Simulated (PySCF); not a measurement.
# C₂H₃BF₄: NMR shifts at several levels of theory

How much do the NMR shifts of C₂H₃BF₄ (`FBCC(F)(F)F`) depend on the level of theory, and what does each level cost?

Programs: PySCF 2.14.0, with density-fitted response routines of our own. Each step states its level of theory. These are calculated values for one molecule in the gas phase, unless marked as measured. Atoms count from 0, in the outputs and in this text.

## Step 1: The starting structure

10 atoms, charge 0, multiplicity 1; geometry from: PBE0-D3(BJ)/def2-SVP.

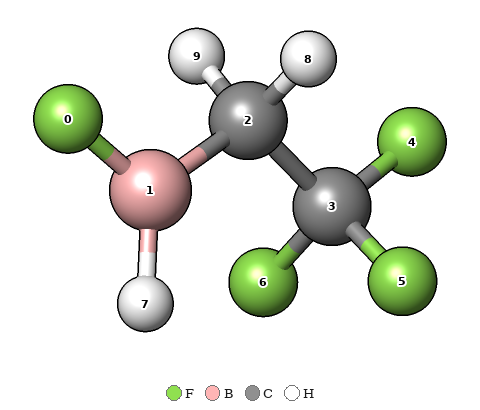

As it starts; fluorine green, boron pink, carbon grey, hydrogen white, atoms numbered; sticks join atoms by distance.

## Step 2: NMR shieldings: B3LYP/pcSseg-2

What the job is given:

```
{"job": {"kind": "nmr", "xc": "B3LYP", "basis": "pcSseg-2", "pop": false}, "charge": 0, "multiplicity": 1}
F      2.480988    -0.762908     0.264045
B      1.425773    -0.185631    -0.280591
C      0.080328    -0.248203     0.527065
C     -1.111320     0.315212    -0.187027
F     -2.228902     0.219646     0.540604
F     -0.937775     1.609568    -0.479664
F     -1.333867    -0.329402    -1.339307
H      1.573893     0.354314    -1.350235
H      0.219315     0.300487     1.474370
H     -0.127854    -1.293021     0.810037
```

Method: GIAO B3LYP/pcSseg-2 NMR shielding, non-relativistic, gas phase.

On the command line:

```sh
OMP_NUM_THREADS=1 python probes_run.py task.json out
```

The driver reads the jobs from task.json and runs them one after another.

The program printed:

```text
coarse grid: 9464 points
cycle   1  E = -502.3664907625  dE =  9.574e-01  |g| = 1.054e+00  |ddm| = 2.089e+00
cycle   2  E = -502.1218964303  dE =  2.446e-01  |g| = 1.694e+00  |ddm| = 1.077e+00
cycle   3  E = -502.5363958113  dE = -4.145e-01  |g| = 1.193e-01  |ddm| = 6.783e-01
cycle   4  E = -502.5387172011  dE = -2.321e-03  |g| = 5.550e-02  |ddm| = 9.055e-02
cycle   5  E = -502.5392274771  dE = -5.103e-04  |g| = 1.317e-02  |ddm| = 2.737e-02
cycle   6  E = -502.5392531616  dE = -2.568e-05  |g| = 3.292e-03  |ddm| = 7.067e-03
cycle   7  E = -502.5392550636  dE = -1.902e-06  |g| = 3.606e-04  |ddm| = 2.018e-03
final grid: 96160 points
cycle   8  E = -502.5336725245  dE = -1.183e-04  |g| = 6.415e-03  |ddm| = 4.026e-02
cycle   9  E = -502.5336663999  dE =  6.125e-06  |g| = 8.997e-03  |ddm| = 6.481e-03
cycle  10  E = -502.5336791420  dE = -1.274e-05  |g| = 5.728e-04  |ddm| = 3.788e-03
cycle  11  E = -502.5336791732  dE = -3.125e-08  |g| = 3.257e-04  |ddm| = 4.117e-04
cycle  12  E = -502.5336791947  dE = -2.145e-08  |g| = 3.090e-05  |ddm| = 1.933e-04
cycle  13  E = -502.5336791948  dE = -1.331e-10  |g| = 1.623e-05  |ddm| = 2.565e-05
converged SCF energy = -502.5336791948

GIAO shielding tensors (ppm)
atom      isotropic    diamagn.    paramagn.     s11        s22        s33       span
  0 F      175.391     466.340    -290.949    -15.174     53.158    488.188    503.362
  1 B       39.380     190.509    -151.129    -20.332     56.336     82.138    102.470
  2 C      146.160     247.440    -101.280    135.477    136.452    166.552     31.075
  3 C       40.902     237.438    -196.536     37.163     41.454     44.088      6.925
  4 F      239.798     468.127    -228.328    152.886    231.976    334.533    181.648
  5 F      245.146     470.329    -225.183    158.800    243.728    332.909    174.109
  6 F      243.910     470.494    -226.583    157.724    241.106    332.900    175.176
  7 H       25.709      28.856      -3.147     24.080     24.125     28.920      4.840
  8 H       29.668      30.250      -0.582     25.925     29.483     33.595      7.670
  9 H       29.588      30.347      -0.760     25.888     29.490     33.385      7.497
```

Run time: 31 s. Hardware: 1 thread of Arm Neoverse V1, shared host; peak memory 1.1 GiB.

Shifts follow as δ = σ(reference) − σ, with reference shieldings (ppm) from runs at the same level and on the same kind of geometry: ¹H TMS 31.39, ¹³C TMS 179.2, ¹⁹F CFCl3 169.7, ¹¹B BF3·OEt2 96.4. The references are single molecules in the gas phase, so shifts against H2O, NH3, PH3, H3PO4 or CFCl3 are not on the usual liquid scales and can be off by tens of ppm. Atoms listed in one row are averaged.

| atoms | environment | σ (ppm) | δ (ppm) |
| --- | --- | --- | --- |
| C3 | CF3 carbon | 40.9 | 138.3 |
| C2 | sp3 CH2 bonded to B | 146.2 | 33.0 |
| H7 | hydrogen on a boron bonded to C, F | 25.71 | 5.68 |
| H8, H9 | hydrogen on an sp3 CH2 bonded to B | 29.63 | 1.76 |
| F0 | fluorine bonded to B | 175.4 | -5.6 |
| F4, F5, F6 | fluorine of a CF3 group | 243.0 | -73.2 |
| B1 | boron bonded to C, F, H | 39.4 | 57.0 |

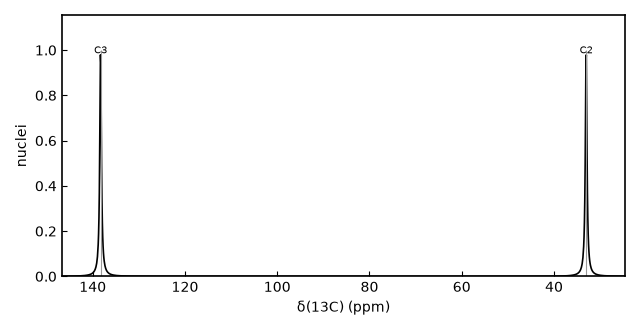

¹³C lines at the computed shifts, without couplings. Lines are broadened to a width of 0.42 ppm (Lorentzian).

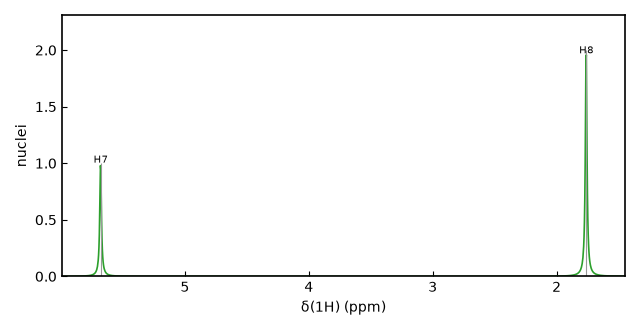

¹H lines at the computed shifts, without couplings. Lines are broadened to a width of 0.02 ppm (Lorentzian).

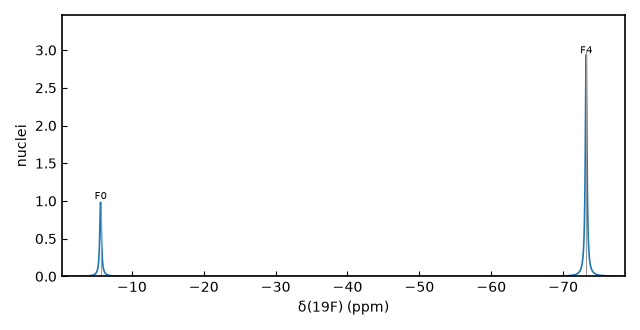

¹⁹F lines at the computed shifts, without couplings. Lines are broadened to a width of 0.27 ppm (Lorentzian).

## Step 3: Shielding tensors: CAM-B3LYP/pcSseg-2

Same as in step 2 but for these lines:

```diff
@@ -1,2 +1,2 @@
-{"job": {"kind": "nmr", "xc": "B3LYP", "basis": "pcSseg-2", "pop": false}, "charge": 0, "multiplicity": 1}
+{"job": {"kind": "nmr", "xc": "CAM-B3LYP", "basis": "pcSseg-2", "pop": false}, "charge": 0, "multiplicity": 1}
 F      2.480988    -0.762908     0.264045
```

Method: GIAO CAM-B3LYP/pcSseg-2 NMR shielding, non-relativistic, gas phase.

The program printed:

```text
coarse grid: 9464 points
cycle   1  E = -502.2033561494  dE =  1.080e+00  |g| = 1.079e+00  |ddm| = 2.045e+00
cycle   2  E = -502.1097010484  dE =  9.366e-02  |g| = 1.428e+00  |ddm| = 9.684e-01
cycle   3  E = -502.3935983703  dE = -2.839e-01  |g| = 7.394e-02  |ddm| = 5.185e-01
cycle   4  E = -502.3943798028  dE = -7.814e-04  |g| = 3.840e-02  |ddm| = 5.272e-02
cycle   5  E = -502.3946278532  dE = -2.481e-04  |g| = 1.012e-02  |ddm| = 2.171e-02
cycle   6  E = -502.3946414240  dE = -1.357e-05  |g| = 2.858e-03  |ddm| = 4.704e-03
cycle   7  E = -502.3946428461  dE = -1.422e-06  |g| = 4.493e-04  |ddm| = 1.824e-03
final grid: 96160 points
cycle   8  E = -502.3883055036  dE = -9.229e-05  |g| = 5.096e-03  |ddm| = 2.867e-02
cycle   9  E = -502.3883049108  dE =  5.928e-07  |g| = 5.602e-03  |ddm| = 4.445e-03
cycle  10  E = -502.3883094021  dE = -4.491e-06  |g| = 4.246e-04  |ddm| = 2.148e-03
cycle  11  E = -502.3883094203  dE = -1.823e-08  |g| = 2.269e-04  |ddm| = 3.160e-04
cycle  12  E = -502.3883094306  dE = -1.031e-08  |g| = 1.868e-05  |ddm| = 1.302e-04
cycle  13  E = -502.3883094307  dE = -6.207e-11  |g| = 1.205e-05  |ddm| = 1.925e-05
converged SCF energy = -502.3883094307

GIAO shielding tensors (ppm)
atom      isotropic    diamagn.    paramagn.     s11        s22        s33       span
  0 F      179.576     466.154    -286.578     -9.967     55.436    493.260    503.227
  1 B       39.327     190.331    -151.004    -23.107     56.997     84.091    107.198
  2 C      148.661     246.885     -98.224    137.916    139.048    169.018     31.102
  3 C       44.096     237.594    -193.498     40.272     44.546     47.471      7.199
  4 F      244.097     467.780    -223.683    156.619    237.648    338.025    181.406
  5 F      249.400     469.938    -220.538    162.538    249.185    336.478    173.941
  6 F      248.210     470.093    -221.883    161.531    246.616    336.483    174.952
  7 H       25.645      28.640      -2.995     23.923     24.091     28.920      4.997
  8 H       29.602      30.126      -0.524     25.748     29.373     33.685      7.937
  9 H       29.517      30.226      -0.709     25.701     29.378     33.471      7.770
```

Run time: 43 s. Hardware: 1 thread of Arm Neoverse V1, shared host; peak memory 1.3 GiB.

Key values: δ C3 138.5, C2 33.9, F0 6.4, F4 -61.2, H7 5.69, H8 1.78 ppm (means over like atoms).

## Step 4: NMR shieldings: B97-2/pcSseg-2

Same as in step 3 but for these lines:

```diff
@@ -1,2 +1,2 @@
-{"job": {"kind": "nmr", "xc": "CAM-B3LYP", "basis": "pcSseg-2", "pop": false}, "charge": 0, "multiplicity": 1}
+{"job": {"kind": "nmr", "xc": "B97-2", "basis": "pcSseg-2", "pop": false}, "charge": 0, "multiplicity": 1}
 F      2.480988    -0.762908     0.264045
```

Method: GIAO B97-2/pcSseg-2 NMR shielding, non-relativistic, gas phase.

The program printed:

```text
coarse grid: 9464 points
cycle   1  E = -502.2046249390  dE =  9.626e-01  |g| = 1.048e+00  |ddm| = 2.099e+00
cycle   2  E = -501.9935769029  dE =  2.110e-01  |g| = 1.615e+00  |ddm| = 1.023e+00
cycle   3  E = -502.3732514466  dE = -3.797e-01  |g| = 1.056e-01  |ddm| = 6.395e-01
cycle   4  E = -502.3751022912  dE = -1.851e-03  |g| = 4.981e-02  |ddm| = 8.328e-02
cycle   5  E = -502.3755198126  dE = -4.175e-04  |g| = 1.146e-02  |ddm| = 2.464e-02
cycle   6  E = -502.3755400804  dE = -2.027e-05  |g| = 2.744e-03  |ddm| = 6.348e-03
cycle   7  E = -502.3755413984  dE = -1.318e-06  |g| = 3.979e-04  |ddm| = 1.708e-03
final grid: 96160 points
cycle   8  E = -502.3662951079  dE = -1.515e-04  |g| = 1.203e-02  |ddm| = 5.025e-02
cycle   9  E = -502.3662754837  dE =  1.962e-05  |g| = 1.668e-02  |ddm| = 1.027e-02
cycle  10  E = -502.3663132307  dE = -3.775e-05  |g| = 1.245e-03  |ddm| = 6.158e-03
cycle  11  E = -502.3663135099  dE = -2.791e-07  |g| = 3.227e-04  |ddm| = 9.435e-04
cycle  12  E = -502.3663135260  dE = -1.610e-08  |g| = 1.020e-04  |ddm| = 1.920e-04
cycle  13  E = -502.3663135276  dE = -1.658e-09  |g| = 2.044e-05  |ddm| = 5.299e-05
cycle  14  E = -502.3663135277  dE = -6.276e-11  |g| = 4.655e-06  |ddm| = 1.242e-05
converged SCF energy = -502.3663135277

GIAO shielding tensors (ppm)
atom      isotropic    diamagn.    paramagn.     s11        s22        s33       span
  0 F      188.768     466.276    -277.508      1.952     74.289    490.064    488.112
  1 B       46.042     192.124    -146.082     -9.926     62.168     85.885     95.811
  2 C      152.284     249.906     -97.622    142.205    142.990    171.656     29.451
  3 C       48.425     239.330    -190.905     44.902     49.024     51.349      6.446
  4 F      246.498     467.639    -221.142    161.979    239.367    338.147    176.168
  5 F      251.427     469.997    -218.570    167.246    250.259    336.778    169.532
  6 F      250.208     470.156    -219.947    166.175    247.703    336.748    170.573
  7 H       25.756      28.989      -3.233     24.056     24.259     28.954      4.897
  8 H       29.653      30.287      -0.634     25.793     29.374     33.794      8.001
  9 H       29.574      30.367      -0.792     25.750     29.388     33.585      7.834
```

Run time: 32 s. Hardware: 1 thread of Arm Neoverse V1, shared host; peak memory 1.1 GiB.

Key values: δ C3 135.0, C2 31.2, F0 -11.4, F4 -72.0, H7 5.60, H8 1.75 ppm (means over like atoms).

## Step 5: Shielding tensors: KT2/pcSseg-2

Same as in step 4 but for these lines:

```diff
@@ -1,2 +1,2 @@
-{"job": {"kind": "nmr", "xc": "B97-2", "basis": "pcSseg-2", "pop": false}, "charge": 0, "multiplicity": 1}
+{"job": {"kind": "nmr", "xc": "KT2", "basis": "pcSseg-2", "pop": false}, "charge": 0, "multiplicity": 1}
 F      2.480988    -0.762908     0.264045
```

Method: GIAO KT2/pcSseg-2 NMR shielding, non-relativistic, gas phase.

The program printed:

```text
coarse grid: 9464 points
cycle   1  E = -509.2539572180  dE =  9.715e-01  |g| = 1.253e+00  |ddm| = 2.119e+00
cycle   2  E = -508.5907267982  dE =  6.632e-01  |g| = 2.429e+00  |ddm| = 1.610e+00
cycle   3  E = -509.4752318821  dE = -8.845e-01  |g| = 2.720e-01  |ddm| = 1.184e+00
cycle   4  E = -509.4886544759  dE = -1.342e-02  |g| = 1.025e-01  |ddm| = 2.083e-01
cycle   5  E = -509.4900884964  dE = -1.434e-03  |g| = 3.113e-02  |ddm| = 4.704e-02
cycle   6  E = -509.4902716916  dE = -1.832e-04  |g| = 7.894e-03  |ddm| = 2.224e-02
cycle   7  E = -509.4902832556  dE = -1.156e-05  |g| = 1.726e-03  |ddm| = 5.495e-03
cycle   8  E = -509.4902838458  dE = -5.902e-07  |g| = 6.090e-04  |ddm| = 1.729e-03
final grid: 96160 points
cycle   9  E = -509.4889083995  dE = -4.804e-04  |g| = 4.051e-02  |ddm| = 1.464e-01
cycle  10  E = -509.4882646390  dE =  6.438e-04  |g| = 7.624e-02  |ddm| = 4.524e-02
cycle  11  E = -509.4891371692  dE = -8.725e-04  |g| = 4.285e-03  |ddm| = 3.180e-02
cycle  12  E = -509.4891400405  dE = -2.871e-06  |g| = 1.324e-03  |ddm| = 2.843e-03
cycle  13  E = -509.4891402537  dE = -2.131e-07  |g| = 4.248e-04  |ddm| = 6.584e-04
cycle  14  E = -509.4891402917  dE = -3.806e-08  |g| = 5.329e-05  |ddm| = 3.462e-04
cycle  15  E = -509.4891402922  dE = -5.143e-10  |g| = 1.691e-05  |ddm| = 4.624e-05
converged SCF energy = -509.4891402922

GIAO shielding tensors (ppm)
atom      isotropic    diamagn.    paramagn.     s11        s22        s33       span
  0 F      157.865     464.915    -307.050    -35.143     28.724    480.014    515.156
  1 B       44.820     192.774    -147.955    -10.452     60.668     84.243     94.695
  2 C      150.296     249.873     -99.576    139.532    141.298    170.060     30.528
  3 C       46.049     240.649    -194.599     43.726     45.820     48.602      4.876
  4 F      226.312     467.672    -241.359    143.290    213.252    322.395    179.105
  5 F      231.420     470.092    -238.672    148.379    226.247    319.635    171.255
  6 F      229.951     470.271    -240.320    147.013    223.299    319.541    172.528
  7 H       25.390      28.585      -3.195     23.799     23.812     28.559      4.760
  8 H       29.404      30.298      -0.894     25.680     29.205     33.326      7.647
  9 H       29.329      30.404      -1.075     25.658     29.231     33.099      7.441
```

It took 46 s on 1 thread of Arm Neoverse V1, shared host; peak memory 0.88 GiB.

In short: δ C3 136.2, C2 32.0, F0 -21.5, F4 -92.9, H7 5.79, H8 1.81 ppm (means over like atoms).

## Step 6: Nuclear shieldings: BLYP/pcSseg-2

Same as in step 5 but for these lines:

```diff
@@ -1,2 +1,2 @@
-{"job": {"kind": "nmr", "xc": "KT2", "basis": "pcSseg-2", "pop": false}, "charge": 0, "multiplicity": 1}
+{"job": {"kind": "nmr", "xc": "BLYP", "basis": "pcSseg-2", "pop": false}, "charge": 0, "multiplicity": 1}
 F      2.480988    -0.762908     0.264045
```

Method: GIAO BLYP/pcSseg-2 NMR shielding, non-relativistic, gas phase.

The program printed:

```text
coarse grid: 9464 points
cycle   1  E = -502.2731876712  dE =  8.909e-01  |g| = 1.103e+00  |ddm| = 2.105e+00
cycle   2  E = -501.7522511037  dE =  5.209e-01  |g| = 2.179e+00  |ddm| = 1.435e+00
cycle   3  E = -502.4493475362  dE = -6.971e-01  |g| = 2.297e-01  |ddm| = 1.011e+00
cycle   4  E = -502.4588319673  dE = -9.484e-03  |g| = 8.949e-02  |ddm| = 1.727e-01
cycle   5  E = -502.4600264482  dE = -1.194e-03  |g| = 2.734e-02  |ddm| = 4.467e-02
cycle   6  E = -502.4601524733  dE = -1.260e-04  |g| = 7.274e-03  |ddm| = 1.739e-02
cycle   7  E = -502.4601620180  dE = -9.545e-06  |g| = 1.424e-03  |ddm| = 4.718e-03
final grid: 96160 points
cycle   8  E = -502.4539544682  dE = -1.739e-04  |g| = 1.093e-02  |ddm| = 5.327e-02
cycle   9  E = -502.4539121748  dE =  4.229e-05  |g| = 1.960e-02  |ddm| = 1.332e-02
cycle  10  E = -502.4539737464  dE = -6.157e-05  |g| = 1.269e-03  |ddm| = 8.583e-03
cycle  11  E = -502.4539739586  dE = -2.123e-07  |g| = 5.576e-04  |ddm| = 9.166e-04
cycle  12  E = -502.4539740199  dE = -6.123e-08  |g| = 1.117e-04  |ddm| = 3.616e-04
cycle  13  E = -502.4539740210  dE = -1.077e-09  |g| = 6.746e-05  |ddm| = 8.261e-05
cycle  14  E = -502.4539740217  dE = -7.033e-10  |g| = 9.492e-06  |ddm| = 3.568e-05
converged SCF energy = -502.4539740217

GIAO shielding tensors (ppm)
atom      isotropic    diamagn.    paramagn.     s11        s22        s33       span
  0 F      152.225     466.273    -314.048    -39.828     15.889    480.613    520.441
  1 B       34.119     190.467    -156.348    -25.523     50.311     77.568    103.091
  2 C      140.823     247.380    -106.557    129.663    130.771    162.034     32.371
  3 C       32.413     237.106    -204.692     29.970     32.067     35.204      5.234
  4 F      225.567     468.792    -243.225    139.872    215.927    320.902    181.030
  5 F      231.188     471.082    -239.893    146.058    228.831    318.676    172.618
  6 F      229.890     471.269    -241.378    144.880    226.082    318.710    173.830
  7 H       25.538      29.011      -3.472     23.817     24.119     28.680      4.863
  8 H       29.602      30.502      -0.900     26.064     29.521     33.222      7.159
  9 H       29.531      30.613      -1.082     26.047     29.536     33.010      6.963
```

It took 44 s on 1 thread of Arm Neoverse V1, shared host; peak memory 0.88 GiB.

Key values: δ C3 142.6, C2 34.2, F0 -9.1, F4 -85.8, H7 5.84, H8 1.81 ppm (means over like atoms).

## Step 7: NMR shieldings: PBE/pcSseg-2

Same as in step 6 but for these lines:

```diff
@@ -1,2 +1,2 @@
-{"job": {"kind": "nmr", "xc": "BLYP", "basis": "pcSseg-2", "pop": false}, "charge": 0, "multiplicity": 1}
+{"job": {"kind": "nmr", "xc": "PBE", "basis": "pcSseg-2", "pop": false}, "charge": 0, "multiplicity": 1}
 F      2.480988    -0.762908     0.264045
```

Method: GIAO PBE/pcSseg-2 NMR shielding, non-relativistic, gas phase.

The program printed:

```text
coarse grid: 9464 points
cycle   1  E = -501.8506906036  dE =  8.847e-01  |g| = 1.016e+00  |ddm| = 2.127e+00
cycle   2  E = -501.4290734915  dE =  4.216e-01  |g| = 1.969e+00  |ddm| = 1.304e+00
cycle   3  E = -502.0037631263  dE = -5.747e-01  |g| = 2.024e-01  |ddm| = 9.013e-01
cycle   4  E = -502.0113601921  dE = -7.597e-03  |g| = 7.725e-02  |ddm| = 1.542e-01
cycle   5  E = -502.0122611455  dE = -9.010e-04  |g| = 2.394e-02  |ddm| = 3.915e-02
cycle   6  E = -502.0123580734  dE = -9.693e-05  |g| = 6.364e-03  |ddm| = 1.513e-02
cycle   7  E = -502.0123652675  dE = -7.194e-06  |g| = 1.349e-03  |ddm| = 4.161e-03
final grid: 96160 points
cycle   8  E = -502.0105820465  dE = -2.077e-04  |g| = 1.187e-02  |ddm| = 5.641e-02
cycle   9  E = -502.0105296026  dE =  5.244e-05  |g| = 2.134e-02  |ddm| = 1.560e-02
cycle  10  E = -502.0106075830  dE = -7.798e-05  |g| = 1.461e-03  |ddm| = 9.737e-03
cycle  11  E = -502.0106078789  dE = -2.959e-07  |g| = 6.226e-04  |ddm| = 1.115e-03
cycle  12  E = -502.0106079515  dE = -7.257e-08  |g| = 1.053e-04  |ddm| = 3.890e-04
cycle  13  E = -502.0106079526  dE = -1.098e-09  |g| = 7.015e-05  |ddm| = 8.149e-05
cycle  14  E = -502.0106079533  dE = -7.533e-10  |g| = 1.403e-05  |ddm| = 3.751e-05
converged SCF energy = -502.0106079533

GIAO shielding tensors (ppm)
atom      isotropic    diamagn.    paramagn.     s11        s22        s33       span
  0 F      147.015     465.729    -318.714    -46.608      4.092    483.560    530.168
  1 B       35.497     191.787    -156.290    -24.800     51.214     80.076    104.875
  2 C      145.443     249.995    -104.552    134.763    135.964    165.602     30.839
  3 C       37.696     238.750    -201.054     35.712     36.566     40.811      5.099
  4 F      225.647     467.849    -242.203    141.948    216.956    318.036    176.089
  5 F      230.863     470.237    -239.374    147.376    229.410    315.804    168.428
  6 F      229.466     470.415    -240.949    146.094    226.533    315.769    169.674
  7 H       25.238      28.880      -3.642     23.447     23.832     28.437      4.990
  8 H       29.387      30.416      -1.029     25.720     29.253     33.188      7.468
  9 H       29.312      30.519      -1.207     25.704     29.280     32.952      7.248
```

Run time: 44 s. Hardware: 1 thread of Arm Neoverse V1, shared host; peak memory 0.88 GiB.

This run: δ C3 141.7, C2 33.9, F0 -4.1, F4 -85.7, H7 5.94, H8 1.83 ppm (means over like atoms).

## Step 8: Nuclear shieldings: mPW1PW91/pcSseg-2

Same as in step 7 but for these lines:

```diff
@@ -1,2 +1,2 @@
-{"job": {"kind": "nmr", "xc": "PBE", "basis": "pcSseg-2", "pop": false}, "charge": 0, "multiplicity": 1}
+{"job": {"kind": "nmr", "xc": "mPW1PW91", "basis": "pcSseg-2", "pop": false}, "charge": 0, "multiplicity": 1}
 F      2.480988    -0.762908     0.264045
```

Method: GIAO mPW1PW91/pcSseg-2 NMR shielding, non-relativistic, gas phase.

The program printed:

```text
coarse grid: 9464 points
cycle   1  E = -502.2447232845  dE =  9.768e-01  |g| = 1.013e+00  |ddm| = 2.096e+00
cycle   2  E = -502.0695498948  dE =  1.752e-01  |g| = 1.520e+00  |ddm| = 9.762e-01
cycle   3  E = -502.4044442023  dE = -3.349e-01  |g| = 9.467e-02  |ddm| = 5.954e-01
cycle   4  E = -502.4058662989  dE = -1.422e-03  |g| = 4.670e-02  |ddm| = 7.394e-02
cycle   5  E = -502.4062442810  dE = -3.780e-04  |g| = 1.035e-02  |ddm| = 2.398e-02
cycle   6  E = -502.4062595985  dE = -1.532e-05  |g| = 2.638e-03  |ddm| = 5.376e-03
cycle   7  E = -502.4062608059  dE = -1.207e-06  |g| = 3.197e-04  |ddm| = 1.588e-03
final grid: 96160 points
cycle   8  E = -502.4027623843  dE = -1.239e-04  |g| = 5.204e-03  |ddm| = 3.903e-02
cycle   9  E = -502.4027599984  dE =  2.386e-06  |g| = 6.582e-03  |ddm| = 5.602e-03
cycle  10  E = -502.4027671180  dE = -7.120e-06  |g| = 5.315e-04  |ddm| = 2.974e-03
cycle  11  E = -502.4027671475  dE = -2.949e-08  |g| = 2.784e-04  |ddm| = 4.062e-04
cycle  12  E = -502.4027671627  dE = -1.515e-08  |g| = 3.477e-05  |ddm| = 1.701e-04
cycle  13  E = -502.4027671629  dE = -2.123e-10  |g| = 1.272e-05  |ddm| = 2.627e-05
converged SCF energy = -502.4027671629

GIAO shielding tensors (ppm)
atom      isotropic    diamagn.    paramagn.     s11        s22        s33       span
  0 F      180.050     465.871    -285.822    -11.425     59.428    492.146    503.571
  1 B       42.703     191.976    -149.273    -16.500     59.186     85.422    101.922
  2 C      151.311     249.719     -98.408    141.169    142.159    170.606     29.437
  3 C       47.030     239.035    -192.005     43.423     47.589     50.079      6.655
  4 F      244.731     467.288    -222.558    159.204    238.372    336.616    177.411
  5 F      249.560     469.579    -220.018    164.350    249.153    335.178    170.828
  6 F      248.293     469.728    -221.434    163.236    246.530    335.114    171.878
  7 H       25.607      28.790      -3.183     23.927     24.029     28.864      4.936
  8 H       29.580      30.120      -0.539     25.686     29.303     33.751      8.065
  9 H       29.496      30.205      -0.709     25.642     29.316     33.529      7.887
```

Run time: 31 s. Hardware: 1 thread of Arm Neoverse V1, shared host; peak memory 1.1 GiB.

This run: δ C3 136.5, C2 32.2, F0 -2.9, F4 -70.3, H7 5.69, H8 1.75 ppm (means over like atoms).

(Part 1 of 2 ends here.)
